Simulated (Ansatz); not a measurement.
LiTc12 (cell with a defect)

```cif
data_structure
_symmetry_space_group_name_H-M 'P 1'
_symmetry_Int_Tables_number 1
_cell_length_a 5.4800
_cell_length_b 8.2200
_cell_length_c 4.3950
_cell_angle_alpha 90.000
_cell_angle_beta 90.000
_cell_angle_gamma 120.000
_cell_volume 171.45
loop_
_atom_site_label
_atom_site_type_symbol
_atom_site_fract_x
_atom_site_fract_y
_atom_site_fract_z
_atom_site_occupancy
Tc1 Tc 0.99416 0.99624 0.01172 1
Tc2 Tc 0.16563 0.22159 0.51090 1
Tc3 Tc 0.01090 0.32455 0.03501 1
Tc4 Tc 0.19179 0.56540 0.46711 1
Tc5 Tc 0.01714 0.68757 0.02145 1
Tc6 Tc 0.15982 0.88572 0.50120 1
Tc7 Tc 0.50598 0.00227 0.99804 1
Tc8 Tc 0.64906 0.20050 0.47760 1
Tc9 Tc 0.47348 0.32225 0.03242 1
Tc10 Tc 0.65483 0.56365 0.46340 1
Tc11 Tc 0.50023 0.66635 0.98816 1
Tc12 Tc 0.67177 0.89174 0.48769 1
Li1 Li 0.83209 0.44406 0.74959 1
```

Computed without spin polarisation.

Theory: Ansatz 0.2.0, DFT PBE-D3(BJ), scalar-relativistic, plane waves, PAW.

**What can the converged valence pseudo-density and electron localisation function tell about the bonding?**

Li–Tc (2.11 Å): ρ is about 0.6 e/Å³ halfway; the ELF is about 0.30 at the midpoint.
Tc–Tc (2.75 Å): ρ is about 0.37 e/Å³ halfway; the ELF is about 0.30 at the midpoint.

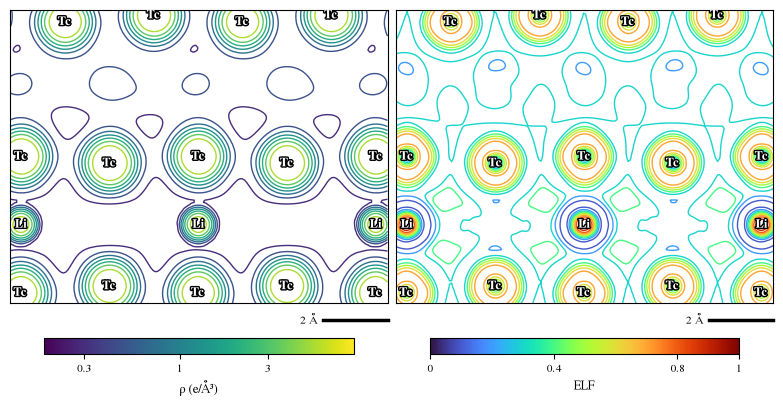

Computed valence pseudo-density and electron localisation function on the (011̄) plane of the calculation cell, in this order. 
